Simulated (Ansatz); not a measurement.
# CH6B with multiplicity 2: molecular dynamics

The plan is to let a guess near a reaction's saddle point go and see which way it falls. Runs: 150 steps of 0.5 fs at constant energy, with velocities drawn for 300 K; 150 steps of 0.5 fs at constant energy, with velocities drawn for 1000 K. Reaction type: H-abstraction.

Program: Ansatz 0.2.0. Level of theory: UKS B3LYP-D4/def2-SVP. These are calculated values, not measurements.

**1. Starting point**

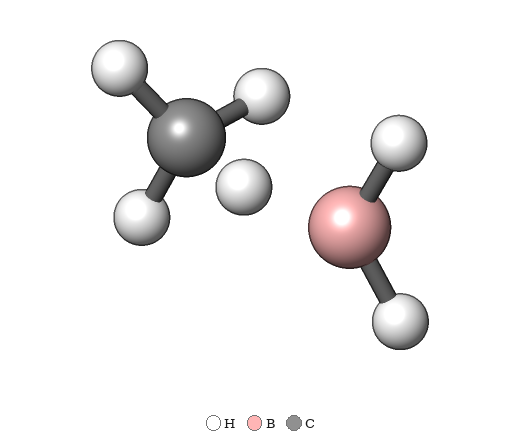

Start, viewed from a free direction; hydrogen white, boron pink, carbon grey.

Structure file:

```xyz
8

H     0.1720    0.0637   -0.3149
B     1.5859    0.2348    0.2032
C    -1.2027   -0.1628   -0.2787
H     1.8016    1.2591    0.7116
H     2.1039   -0.7621    0.4991
H    -1.4300   -0.4603    0.7314
H    -1.6560    0.7745   -0.5542
H    -1.3747   -0.9469   -0.9974
```

**2. Run 1**

150 steps of 0.5 fs at constant energy, with velocities drawn for 300 K.

input.yaml

```yaml
crystal:
  periodic: [false, false, false]
  atoms:
    - { symbol: H, position_ang: [0.172, 0.0637, -0.3149] }
    - { symbol: B, position_ang: [1.5859, 0.2348, 0.2032] }
    - { symbol: C, position_ang: [-1.2027, -0.1628, -0.2787] }
    - { symbol: H, position_ang: [1.8016, 1.2591, 0.7116] }
    - { symbol: H, position_ang: [2.1039, -0.7621, 0.4991] }
    - { symbol: H, position_ang: [-1.43, -0.4603, 0.7314] }
    - { symbol: H, position_ang: [-1.656, 0.7745, -0.5542] }
    - { symbol: H, position_ang: [-1.3747, -0.9469, -0.9974] }
magnetization:
  spin_polarized: true
  initial_magnetization: 1
basis:
  gaussian: { orbitals: def2-SVP }
hamiltonian:
  xc: b3lyp
  dispersion: d4
md:
  timestep: 0.5
  n_steps: 150
  ensemble: nve
  temperature: 300.0
  initial_velocities: maxwell_boltzmann
  seed: 133158
```

Launch:

```
$ ansatz run input.yaml --threads 1 --pin off --max-ram 2048MiB --backend cpu --events-out ev --progress --plain --runs-dir out
```

Standard output, shortened:

```text
Warning: RAYON_NUM_THREADS=1 ignored (pool sized by the plan → 1); use --threads N
[...]
Functional definition: B3LYP
[...]
658 factors; integrals over basis functions are off by at most 3.1e-4 eV
[...]
mean field -1806.32501313 eV, -66.3812198613 hartree, gradient 5.2e-5 eV, S^2 0.757108; 2 other end points of the search recorded, 0 dependent functions left out
[...]
reference -1806.32523958 eV, -66.3812281832 hartree; 9, 8 occupied and 49, 50 virtual orbitals, 658 factors
md step     0: t =     0.00 fs  T =   300.0 K  F+E_penalty+E_count = -1806.44005109 eV  E_kin = 0.232668 eV  conserved = -1806.20738310 eV  (42 SCF iters)
[...]
md step    18: t =     9.00 fs  T =   459.5 K  F+E_penalty+E_count = -1806.56208686 eV  E_kin = 0.356380 eV  conserved = -1806.20570708 eV  (31 SCF iters, 3 dispersion substeps)
[...]
md step    36: t =    18.00 fs  T =   786.3 K  F+E_penalty+E_count = -1806.81973556 eV  E_kin = 0.609824 eV  conserved = -1806.20991184 eV  (31 SCF iters, 3 dispersion substeps)
[...]
md step    54: t =    27.00 fs  T =   300.6 K  F+E_penalty+E_count = -1806.43947559 eV  E_kin = 0.233103 eV  conserved = -1806.20637241 eV  (31 SCF iters, 3 dispersion substeps)
[...]
md step    70: t =    35.00 fs  T =   842.3 K  F+E_penalty+E_count = -1806.86570691 eV  E_kin = 0.653263 eV  conserved = -1806.21244361 eV  (32 SCF iters, 3 dispersion substeps)
md step    71: t =    35.50 fs  T =   813.7 K  F+E_penalty+E_count = -1806.84260770 eV  E_kin = 0.631093 eV  conserved = -1806.21151447 eV  (32 SCF iters, 3 dispersion substeps)
```

**3. The log goes on: dynamics from the start**

The log, continued, shortened:

```text
md step    72: t =    36.00 fs  T =   725.5 K  F+E_penalty+E_count = -1806.77282920 eV  E_kin = 0.562635 eV  conserved = -1806.21019415 eV  (32 SCF iters, 3 dispersion substeps)
[...]
md step    91: t =    45.50 fs  T =   605.6 K  F+E_penalty+E_count = -1806.68120221 eV  E_kin = 0.469710 eV  conserved = -1806.21149241 eV  (33 SCF iters, 3 dispersion substeps)
[...]
md step   110: t =    55.00 fs  T =   479.5 K  F+E_penalty+E_count = -1806.57632882 eV  E_kin = 0.371910 eV  conserved = -1806.20441931 eV  (31 SCF iters, 3 dispersion substeps)
[...]
md step   129: t =    64.50 fs  T =   677.9 K  F+E_penalty+E_count = -1806.73798606 eV  E_kin = 0.525742 eV  conserved = -1806.21224371 eV  (31 SCF iters, 3 dispersion substeps)
[...]
Total energy: -1806.84648668 eV, -66.4003836610 hartree
Atom 0 at    -0.947698    -0.620329    -1.321488 Å, force     0.587788    -0.268137    -0.984158 eV/Å
Atom 1 at     1.770271     0.331888     0.348285 Å, force    -0.041265     0.356714    -0.958632 eV/Å
Atom 2 at    -1.283419    -0.224244    -0.390483 Å, force    -0.915931     1.021755     1.615154 eV/Å
Atom 3 at     1.812949     1.252454     1.082188 Å, force    -0.028016     0.115314     0.584128 eV/Å
Atom 4 at     1.988300    -0.820178     0.239798 Å, force     0.088446    -0.477151     0.324547 eV/Å
Atom 5 at    -0.530827    -0.366347     0.428200 Å, force    -0.473460    -0.306893    -0.424031 eV/Å
Atom 6 at    -1.457609     0.881079    -0.436316 Å, force     0.093083    -0.632829    -0.285916 eV/Å
Atom 7 at    -2.263729    -0.707731    -0.140741 Å, force     0.689356     0.191227     0.128907 eV/Å
Dipole moment:    -0.065989    -0.049182     0.070315 e Å
```

Run time: 4.8 min. Hardware: 1 thread of Arm Neoverse V2, shared host; peak memory 0.12 GiB.

**4. The trajectory**

The trajectory, every 8 steps (energies from step 0):

```csv
time (fs),T (K),potential energy change (meV/atom),total energy change (meV/atom),H1–C3 (Å),B2–H1 (Å)
0.0,300,0.0,0.00,1.39,1.52
4.0,409,-10.5,0.03,1.28,1.63
8.0,446,-14.1,0.04,1.01,1.93
12.0,795,-48.2,-0.20,1.18,1.93
16.0,540,-23.2,0.06,1.27,1.97
20.0,633,-32.4,-0.14,1.00,2.19
24.0,792,-48.1,-0.35,1.17,2.18
28.0,386,-8.3,0.03,1.24,2.23
32.0,338,-3.5,0.25,0.99,2.45
36.0,725,-41.6,-0.35,1.19,2.50
40.0,502,-19.6,-0.08,1.20,2.58
44.0,247,5.6,0.44,0.98,2.70
48.0,555,-24.8,-0.12,1.23,2.76
52.0,853,-54.1,-0.43,1.14,2.82
56.0,575,-26.9,-0.17,1.02,2.88
60.0,314,-1.3,0.10,1.25,2.96
64.0,718,-41.2,-0.66,1.07,3.04
68.0,802,-49.3,-0.63,1.08,3.17
72.0,316,-1.4,0.21,1.23,3.32
75.0,816,-50.8,-0.77,1.07,3.33
```

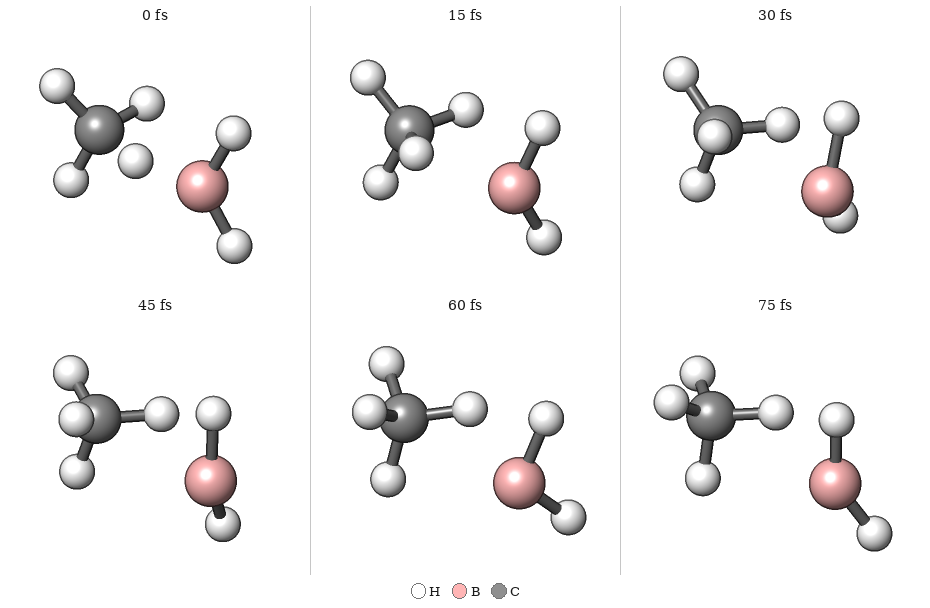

Six frames of the run, seen from a free direction. Sticks join atoms within a bonding distance in each frame.

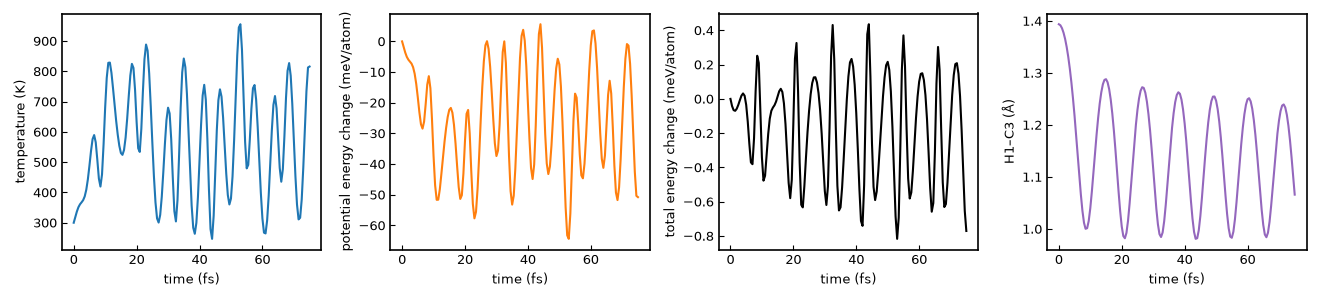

Traces against time; each panel has its own scale.

Bonds that form or break, judged by distance (formed within 1.15 times the sum of covalent radii and held on average over 12 fs, broken when stretched by half; pairs already stretched at the start don't count as bonds):

```csv
time (fs),bond,event
5.5,H1–C3,forms
```

**5. Frames from the trajectory**

Extended XYZ, with forces in eV/Å:

```xyz
8
time_fs=9.5 T=560 dE=-0.2018
H    -0.193   -0.098   -0.528    3.870    0.479   -0.985
B     1.599    0.237    0.218    0.727    0.624   -0.567
C    -1.178   -0.158   -0.291   -2.821   -0.954    0.021
H     1.654    1.278    0.809   -0.340    0.004    0.209
H     2.161   -0.777    0.457   -0.118   -0.560    0.274
H    -1.253   -0.351    0.754   -0.386   -0.453    1.173
H    -1.641    0.781   -0.513   -0.543    0.773   -0.357
H    -1.544   -0.988   -0.914   -0.389    0.086    0.232
8
time_fs=19.0 T=811 dE=-0.4012
H    -0.199   -0.118   -0.757    1.175   -0.373   -0.364
B     1.665    0.264    0.203   -0.205   -0.236    1.260
C    -1.165   -0.162   -0.295   -2.438   -0.874   -0.483
H     1.235    1.169    0.982    0.500   -0.899   -0.849
H     1.973   -0.916    0.541   -0.319    1.156   -0.389
H    -1.204   -0.343    0.771    0.462    0.162    0.622
H    -1.655    0.778   -0.541   -0.177    0.472    0.151
H    -1.833   -0.969   -0.733    1.003    0.593    0.053
8
time_fs=28.0 T=386 dE=-0.0661
H    -0.121   -0.309   -0.904   -2.581    0.595    1.168
B     1.714    0.289    0.222   -0.593   -0.641    0.369
C    -1.199   -0.163   -0.298    1.816   -0.950   -1.412
H     0.973    0.928    0.906    0.223    0.734    0.059
H     1.748   -0.891    0.491    0.486   -0.030   -0.313
H    -0.905   -0.223    0.780   -0.612   -0.381   -0.613
H    -1.627    0.857   -0.473    0.306   -0.714   -0.198
H    -1.879   -1.016   -0.701    0.956    1.386    0.939
8
time_fs=37.5 T=357 dE=-0.0431
H    -0.268   -0.351   -1.135   -2.353    0.291    2.272
B     1.719    0.287    0.271    0.502    0.477   -0.943
C    -1.197   -0.166   -0.307    1.026   -1.165   -1.634
H     1.002    1.039    0.777   -0.457    0.696    0.777
H     1.827   -0.866    0.264    0.169   -1.112    0.278
H    -0.851   -0.301    0.754   -0.043    0.404   -0.914
H    -1.593    0.861   -0.524    0.153   -0.715    0.374
H    -2.003   -0.974   -0.454    1.002    1.124   -0.211
8
time_fs=47.0 T=716 dE=-0.3263
H    -0.461   -0.469   -1.188   -1.250    0.628    1.482
B     1.721    0.289    0.291   -0.092    0.385   -0.505
C    -1.210   -0.186   -0.330    1.087    0.158   -1.008
H     1.182    1.209    0.885    0.336   -0.718    0.068
H     1.976   -0.892    0.219   -0.181    0.354    0.472
H    -0.739   -0.240    0.673   -0.153   -0.270   -0.360
H    -1.612    0.834   -0.442    0.397    0.117   -0.261
H    -2.091   -0.819   -0.400   -0.143   -0.654    0.111
8
time_fs=56.0 T=575 dE=-0.2150
H    -0.665   -0.479   -1.138    1.992   -0.950   -2.738
B     1.724    0.314    0.262    0.078   -0.365    1.406
C    -1.249   -0.194   -0.353    1.022    1.572    1.874
H     1.472    1.110    1.206    0.158   -0.525   -0.989
H     2.039   -0.876    0.498   -0.255    0.889   -0.427
H    -0.655   -0.316    0.547    0.240   -0.059    0.662
H    -1.466    0.847   -0.473   -0.669    0.892   -0.026
H    -2.046   -0.840   -0.308   -2.566   -1.454    0.238
8
time_fs=65.5 T=481 dE=-0.1399
H    -0.815   -0.519   -1.205    2.213   -1.682   -4.204
B     1.737    0.330    0.285    0.143   -0.167   -0.142
C    -1.258   -0.209   -0.377   -1.230    1.927    3.628
H     1.732    1.038    1.213   -0.260    1.115    0.521
H     2.039   -0.781    0.524    0.093   -0.946   -0.414
H    -0.625   -0.391    0.491    0.379    0.174    0.354
H    -1.530    0.835   -0.476    0.137    0.638    0.112
H    -2.154   -0.730   -0.189   -1.476   -1.059    0.146
8
time_fs=75.0 T=816 dE=-0.4062
H    -0.948   -0.620   -1.321    0.588   -0.268   -0.984
B     1.770    0.332    0.348   -0.041    0.357   -0.959
C    -1.283   -0.224   -0.391   -0.916    1.022    1.615
H     1.813    1.252    1.082   -0.028    0.115    0.584
H     1.988   -0.820    0.240    0.088   -0.477    0.325
H    -0.531   -0.366    0.428   -0.473   -0.307   -0.424
H    -1.458    0.881   -0.436    0.093   -0.633   -0.286
H    -2.264   -0.708   -0.141    0.689    0.191    0.129
```

On run 1: At the last frame the bonds meant to form are there and those meant to break are gone: it fell to the products. The temperature starts at 300 K and averages 557 K in the second half, where it ranges from 247 to 956 K; the start was no minimum (force components up to 2.0 eV/Å), and the potential energy that it sheds (25 meV/atom) turns into motion, which in so few atoms is no thermal temperature. The total energy strays from its start by at most 0.82 meV/atom, 1.5 % of the mean kinetic energy, so a step of 0.5 fs is short enough over this time. Bonds change: the first event comes at 5.5 fs (H1–C3 forms). By that distance rule the pieces at the end are BH2 + CH4; a long dative bond can count as broken.

[end of part 1 of 2]
